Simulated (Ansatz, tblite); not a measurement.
# B7P7 zinc blende off sphere (B7P7H20): spin-state energies by level

Aim: set other spin states of B7P7 zinc blende off sphere (B7P7H20) against its singlet, on many levels of theory.

Method: as each input shows; program: Ansatz 0.2.0, Gaussian basis.

Plan: triplet, at the geometry of the singlet (GFN1-xTB, GFN2-xTB, PBE0-D4/def2-TZVP, PBE-D4/def2-TZVP); the singlet's energies come from earlier runs.

1 further run of the same task is left out (set aside as unsound or not needed).

## 1. The geometry

The geometry is that of the singlet, from an earlier relaxation (PBE-D4/def2-SVP).

34 atoms, charge 0, spin multiplicity 1.

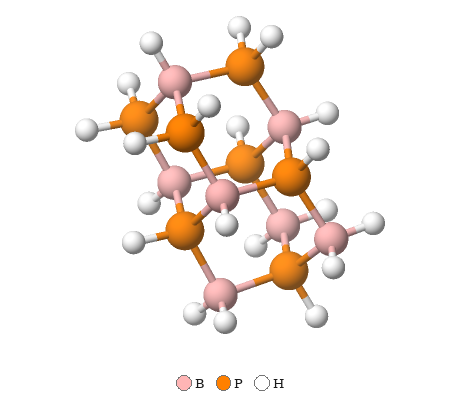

The structure; boron pink, phosphorus orange, hydrogen white.

## 2. Triplet at the fixed geometry, GFN1-xTB

Tight binding, by tblite at 300 K electronic temperature and without a spin-polarisation term:

```python
tblite.interface.Calculator('GFN1-xTB', numbers, positions, charge=0, uhf=2).singlepoint()
```

Energy -1056.6104 eV; 0.12 s.

## 3. Triplet at the fixed geometry, GFN2-xTB

Tight binding, by tblite at 300 K electronic temperature and without a spin-polarisation term:

```python
tblite.interface.Calculator('GFN2-xTB', numbers, positions, charge=0, uhf=2).singlepoint()
```

Energy -991.9774 eV; 0.08 s.

## 4. Triplet at the fixed geometry, PBE0-D4/def2-TZVP

in.yaml

```yaml
crystal:
  periodic: [false, false, false]
  atoms:
    - {symbol: B, position_ang: [0.591956, -2.904719, 0.592345]}
    - {symbol: B, position_ang: [-1.724499, 1.727802, -1.722885]}
    - {symbol: B, position_ang: [0.599100, -0.601407, -1.697411]}
    - {symbol: B, position_ang: [-1.697009, -0.600242, 0.602459]}
    - {symbol: B, position_ang: [0.595900, -0.597275, 2.902805]}
    - {symbol: B, position_ang: [0.603039, 1.695675, 0.602332]}
    - {symbol: B, position_ang: [2.903338, -0.597025, 0.591552]}
    - {symbol: P, position_ang: [-2.755135, 0.550312, -0.544247]}
    - {symbol: P, position_ang: [-0.510238, -1.715231, -0.508366]}
    - {symbol: P, position_ang: [1.681358, -1.684133, 1.678936]}
    - {symbol: P, position_ang: [-0.548345, 0.548958, -2.754822]}
    - {symbol: P, position_ang: [-0.544247, 2.756384, -0.545188]}
    - {symbol: P, position_ang: [1.715056, 0.506539, -0.508905]}
    - {symbol: P, position_ang: [-0.506291, 0.507118, 1.716700]}
    - {symbol: H, position_ang: [1.288904, -3.554431, -0.178547]}
    - {symbol: H, position_ang: [-0.178217, -3.552813, 1.291603]}
    - {symbol: H, position_ang: [-2.428072, 2.432608, -2.425653]}
    - {symbol: H, position_ang: [1.289578, -1.292788, -2.428956]}
    - {symbol: H, position_ang: [-2.428251, -1.291066, 1.293826]}
    - {symbol: H, position_ang: [-0.174595, -1.295967, 3.551137]}
    - {symbol: H, position_ang: [1.295375, 0.171333, 3.552507]}
    - {symbol: H, position_ang: [1.296012, 2.425245, 1.293301]}
    - {symbol: H, position_ang: [3.551346, -1.295301, -0.179568]}
    - {symbol: H, position_ang: [3.553109, 0.172361, 1.290107]}
    - {symbol: H, position_ang: [-3.678991, -0.174557, -1.362572]}
    - {symbol: H, position_ang: [-3.674598, 1.370353, 0.184255]}
    - {symbol: H, position_ang: [-1.370412, -2.477163, -1.366693]}
    - {symbol: H, position_ang: [2.506438, -2.510285, 2.502623]}
    - {symbol: H, position_ang: [-1.368425, -0.175727, -3.677280]}
    - {symbol: H, position_ang: [0.179588, 1.368019, -3.675598]}
    - {symbol: H, position_ang: [0.184302, 3.676297, -1.364667]}
    - {symbol: H, position_ang: [-1.361307, 3.679963, 0.181478]}
    - {symbol: H, position_ang: [2.477865, 1.365273, -1.367919]}
    - {symbol: H, position_ang: [-1.363642, 1.365881, 2.481319]}
basis:
  gaussian: {orbitals: def2-TZVP, fitting: {mean_field: def2-universal-jkfit}}
magnetization: {spin_polarized: true, initial_magnetization: 2}
hamiltonian: {xc: pbe0, dispersion: d4}
scf: {omitted_lower_state_checks: [starts]}
output: {orbitals: {seedname: orbitals}}
```

Run with:

```sh
$ ansatz run in.yaml --threads 2 --pin off --events-out ev --progress --plain --max-ram 32768MiB --backend cuda --devices 0, --max-vram 18GiB
```

Log:

```text
Functional definition: PBE0
  name "PBE0"
  cite "Adamo & Barone, J. Chem. Phys. 110, 6158 (1999) doi:10.1063/1.478522"
  cite "Perdew, Burke & Ernzerhof, Phys. Rev. Lett. 77, 3865 (1996) doi:10.1103/PhysRevLett.77.3865"
  parent pbe
  parameter a = 0.25
  parameter kappa = 0.804
  parameter beta = 0.06672455060314922
  exchange = (1 - a)*pbe_x(kappa = kappa, mu = beta*pi^2/3) + a*exact_x
  correlation = pbe_c(beta = beta)
these checks for a lower state are left out or cut short: starts
1781 factors; integrals over basis functions are off by at most 5.6e-1 eV
mean field evaluation 1: about -70041.7933 eV, gradient 4.4e1 eV
mean field evaluation 2: about -70011.7764 eV, gradient 8.0e1 eV
mean field evaluation 4: about -70053.7807 eV, gradient 8.1e0 eV
mean field evaluation 8: about -70054.1983 eV, gradient 3.5e-1 eV
mean field evaluation 16: about -70054.1994 eV, gradient 7.6e-2 eV
mean field evaluation 32: about -70054.4132 eV, gradient 3.2e-5 eV
mean field -70054.41316204 eV, -2574.4521991184 hartree, gradient 5.0e-6 eV, S^2 2.006833; 0 other end points of the search recorded, 0 dependent functions left out
reference -70054.41322626 eV, -2574.4522014785 hartree; 81, 79 occupied and 515, 517 virtual orbitals, 1781 factors
Total energy: -70056.30558618 eV, -2574.5217444226 hartree
Checks for a lower state left out: starts
```

Wall time 17 s (1 × H100 (card shared with other runs) with 2 threads of AMD EPYC 7R13, shared host); peak host memory 1.2 GiB.

From the report: HOMO -2.20 eV, LUMO -6.35 eV (over both spins; with the spin held, an empty level of the minority spin lies below the top filled one); ⟨S²⟩ 2.007 (pure: 2.00).

## 5. Triplet at the fixed geometry, PBE-D4/def2-TZVP

start.molden holds the orbitals of an earlier run on this state, given as this run's starting guess.

Changes to in.yaml since step 4:

```diff
@@ -38,5 +38,5 @@
 basis:
-  gaussian: {orbitals: def2-TZVP, fitting: {mean_field: def2-universal-jkfit}}
+  gaussian: {orbitals: def2-TZVP, fitting: {mean_field: def2-universal-jkfit}, initial_orbitals: start.molden}
 magnetization: {spin_polarized: true, initial_magnetization: 2}
-hamiltonian: {xc: pbe0, dispersion: d4}
+hamiltonian: {xc: pbe, dispersion: d4}
 scf: {omitted_lower_state_checks: [starts]}
```

Same command.

Log:

```text
Functional definition: PBE
  name "PBE"
  cite "Perdew, Burke & Ernzerhof, Phys. Rev. Lett. 77, 3865 (1996) doi:10.1103/PhysRevLett.77.3865"
  parent pbe
  parameter kappa = 0.804
  parameter beta = 0.06672455060314922
  exchange = pbe_x(kappa = kappa, mu = beta*pi^2/3)
  correlation = pbe_c(beta = beta)
these checks for a lower state are left out or cut short: starts
1781 factors; integrals over basis functions are off by at most 5.6e-1 eV
mean field evaluation 1: about -70046.9661 eV, gradient 1.4e1 eV
mean field evaluation 2: about -70047.3093 eV, gradient 4.5e-1 eV
mean field evaluation 4: about -70047.2990 eV, gradient 1.9e0 eV
mean field evaluation 8: about -70047.3326 eV, gradient 7.1e-2 eV
mean field evaluation 16: about -70047.3329 eV, gradient 1.4e-4 eV
mean field -70047.33290468 eV, -2574.1920044595 hartree, gradient 2.0e-6 eV, S^2 2.002655; 0 other end points of the search recorded, 0 dependent functions left out
reference -70047.33299175 eV, -2574.1920076591 hartree; 81, 79 occupied and 515, 517 virtual orbitals, 1781 factors
Total energy: -70049.47991522 eV, -2574.2709056416 hartree
Checks for a lower state left out: starts
```

Wall time 11 s (1 × H100 (card shared with other runs) with 2 threads of AMD EPYC 7R13, shared host); peak host memory 1.2 GiB.

From the report: HOMO -1.86 eV, LUMO -6.46 eV (over both spins; with the spin held, an empty level of the minority spin lies below the top filled one); ⟨S²⟩ 2.003 (pure: 2.00).

## 6. Triplet less singlet, vertical

The singlet's energies are those of its earlier runs, whose logs aren't repeated here.

```
            level  triplet less singlet, vertical (eV)    time
         GFN1-xTB                               +4.940  0.21 s
         GFN2-xTB                               +3.861  0.14 s
 PBE-D4/def2-TZVP                               +4.416    15 s
PBE0-D4/def2-TZVP                               +5.073    21 s
```

Times add the two runs; a level without a time comes out of a correlated run. Tight binding without a spin term can't rank spin states.

## 7. Outcome

| quantity | value |
| --- | --- |
| triplet less singlet, vertical, functionals in def2-TZVP | +4.416 (PBE-D4) to +5.073 eV (PBE0-D4) |

What this shows: All functionals put the triplet above the singlet, over a spread of 0.658 eV. The checks for a lower triplet were left out, so another state of that spin may lie lower. These are electronic energies, without zero-point motion, entropy or surroundings.
